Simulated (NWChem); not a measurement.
# KOH (SMILES [OH][K]): levels of theory compared

Wanted: a comparison of 4 runs (HF/def2-TZVPPD, MP2/def2-TZVPPD, CCSD/def2-TZVPPD, CCSD(T)/def2-TZVPPD) of KOH. 

The results are computed with NWChem 7.3.0.

6 further runs of the same task are left out: 6 that didn't finish.

## Step 1: The system as given

KOH has 3 atoms, charge 0, and is taken as a singlet. SMILES: `[OH][K]`. The O1–K2 distance was set to 3.315 Å, away from the relaxed value.

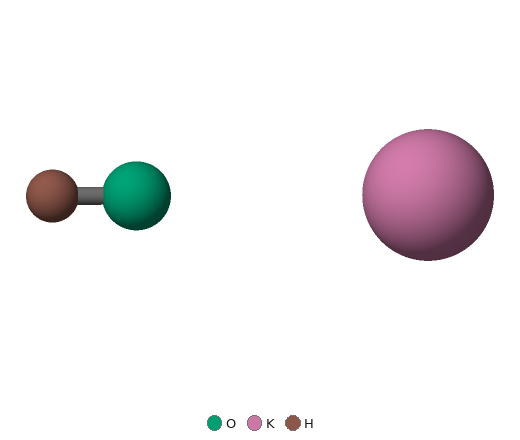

Viewed from a chosen angle; oxygen teal, potassium pink, hydrogen brown.

## Step 2: The energy at HF/def2-TZVPPD (run 1)

Contents of hko.nw:

```
start hko
title "HKO"
memory total 2200 mb

geometry units angstrom noautosym nocenter noautoz
O       -1.332999       0.228000      -0.705049
K        1.559600      -0.315600       0.819400
H       -2.165999       0.385200      -1.143849
end

basis "ao basis" spherical bse
O library def2-TZVPPD
K library def2-TZVPPD
H library def2-TZVPPD
end

scf
singlet
rhf
thresh 1e-08
maxiter 80
end

task scf energy
```

The run is started by

```bash
$ nwchem hko.nw > hko.out
```

Standard output:

```text
[...]
  functions       =    93
[...]
  wavefunction    = RHF
[...]
         Total SCF energy =   -674.589678160518
      One-electron energy =   -991.421595886319
      Two-electron energy =    285.774894344313
 Nuclear repulsion energy =     31.057023381488
        Time for solution =     11.3s
[...]
```

Run time: 12 s. Hardware: 1 thread of Intel Xeon Platinum 8488C (Sapphire Rapids), shared host; peak memory 0.1 GiB.

## Step 3: A single-point energy at MP2/def2-TZVPPD (run 2)

Contents of run.py:

```python
from ase import Atoms
from ase.calculators.nwchem import NWChem

molecule = Atoms(['O', 'K', 'H'], positions=[
    [-1.332999, 0.228000, -0.705049],
    [1.559600, -0.315600, 0.819400],
    [-2.165999, 0.385200, -1.143849],
])

calc = NWChem(
    label='input',
    theory='mp2',
    memory='2200 mb',
    basis='def2-TZVPPD',
    basispar='spherical bse',
    scf={'nopen': '0', 'rhf': None, 'thresh': '1e-08', 'maxiter': '80', 'print': 'low'},
    mp2={'freeze': 'core 6', 'tight': None},
    task='energy',
)
molecule.calc = calc

print("Total energy (eV):", round(molecule.get_potential_energy(), 6))
```

The run is started by

```bash
$ export ASE_NWCHEM_COMMAND="nwchem PREFIX.nwi > PREFIX.nwo"
$ python run.py
```

Standard output:

```text
Total energy (eV): -18368.314697
```

The calculator wrote input.nwi:

```
title "input"

permanent_dir input

scratch_dir input

start input

geometry units angstrom nocenter noautosym noautoz
  O  -1.3329990000000000e+00 2.2800000000000001e-01 -7.0504900000000004e-01
  K  1.5596000000000001e+00 -3.1559999999999999e-01 8.1940000000000002e-01
  H  -2.1659989999999998e+00 3.8519999999999999e-01 -1.1438489999999999e+00
end

memory 2200 mb

basis spherical bse noprint
   * library def2-TZVPPD
end

scf
  nopen 0
  rhf
  thresh 1e-08
  maxiter 80
  print low
end
mp2
  freeze core 6
  tight
end

task mp2 energy
```

input.nwo:

```text
Northwest Computational Chemistry Package (NWChem) 7.3.0
             --------------------------------------------------------

           Job information
           ---------------

    nwchem branch   = 7.3.0
    use scalapack   = T
    input           = input.nwi
    prefix          = input.
    data base       = input/input.db
    status          = startup
    nproc           =        1

           Memory information
           ------------------

    heap     =     72089594 doubles =      550.0 Mbytes
    stack    =     72089599 doubles =      550.0 Mbytes
    global   =    144179200 doubles =     1100.0 Mbytes (distinct from heap & stack)
    total    =    288358393 doubles =     2200.0 Mbytes
    verify   = yes
    hardfail = no

[... 35 lines left out ...]
            Nuclear Dipole moment (a.u.)
[... 44 lines left out ...]
       Final RHF  results
[... 2 lines left out ...]
         Total SCF energy =   -674.589678160691
      One-electron energy =   -991.421595886652
      Two-electron energy =    285.774894344472
 Nuclear repulsion energy =     31.057023381488
[... 35 lines left out ...]
          -------------------------------------------
          SCF energy                -674.589678160691
          Correlation energy          -0.433441976565
          Singlet pairs               -0.261110514464
          Triplet pairs               -0.172331462101
          Total MP2 energy          -675.023120137257
          -------------------------------------------

          ---------------------------------------------------
                    Spin Component Scaled (SCS) MP2
          Same spin pairs                     -0.114887641401
          Same spin scaling factor             0.333333333333
          Opposite spin pairs                 -0.318554335165
          Opposite spin scaling fact.          1.200000000000
          SCS-MP2 correlation energy          -0.420561082665
          Total SCS-MP2 energy              -675.010239243356
          ---------------------------------------------------

 -----------------------
 Task  times  cpu:       13.4s     wall:       13.4s
 Total times  cpu:       13.4s     wall:       13.4s
```

Wall time 14 s (1 thread of Intel Xeon Platinum 8488C (Sapphire Rapids), shared host); peak memory 0.2 GiB.

Run 3 isn't shown in full; the table further down has it.

## Step 4: The energy at CCSD(T)/def2-TZVPPD (run 4)

Contents of hko.nw:

```
START hko
TITLE "HKO"
memory total 2200 mb

GEOMETRY units angstroms noautosym nocenter noautoz
  O     -1.332999     0.228000    -0.705049
  K      1.559600    -0.315600     0.819400
  H     -2.165999     0.385200    -1.143849
END

BASIS spherical bse
  * library def2-TZVPPD
END

SCF
  thresh 1e-08
  maxiter 80
END

CCSD
  freeze core 6
  maxiter 60
END

TASK ccsd(t)
```

The run is started by

```bash
$ nwchem hko.nw > hko.out
```

Standard output:

```text
[...]
  functions       =    93
[...]
  wavefunction    = RHF
[...]
         Total SCF energy =   -674.589678160518
      One-electron energy =   -991.421595886319
      Two-electron energy =    285.774894344313
 Nuclear repulsion energy =     31.057023381488
        Time for solution =     11.3s
[...]
 Total MP2 energy:           -675.023120137084902
[...]
             energy      energy      error      ampl     ampl      Block
                                                time     time      time
[...]
 Total CCSD energy:           -675.030964903804147
[...]
 Total CCSD+T(CCSD) energy:           -675.045404682156686
[...]
 Total CCSD(T) energy:                -675.044099966413455
[...]
```

Wall time 2.1 min (1 thread of Intel Xeon Platinum 8488C (Sapphire Rapids), shared host); peak memory 0.22 GiB.

## Step 5: The series

```tsv
run	level	module	frozen core orbitals	energy (Eh)	wall time
1	HF/def2-TZVPPD	scf	–	-674.589678	12 s
2	MP2/def2-TZVPPD	mp2	6	-675.023120	14 s
3	CCSD/def2-TZVPPD	ccsd	6	-675.030965	1.9 min
4	CCSD(T)/def2-TZVPPD	ccsd(t)	6	-675.044100	2.1 min
```

## Step 6: Outcome

| quantity | value |
| --- | --- |
| run 4: total energy | -675.04410 Eh |
| run 4: HOMO energy (Hartree–Fock orbitals) | -7.15 eV |
| run 4: LUMO energy (Hartree–Fock orbitals) | -0.69 eV |
| run 4: HOMO–LUMO gap (Hartree–Fock orbitals) | 6.46 eV |
| run 4: correlation energy (6 core orbitals frozen) | -454.4 mEh |
| run 4: (T) correction | -13.14 mEh |

**Reading.** Below the HF energy at the same shape and in the same basis (def2-TZVPPD): MP2 -433.4 mEh; CCSD -441.3 mEh; CCSD(T) -454.4 mEh. All runs together took 4.4 min, the longest 2.1 min.
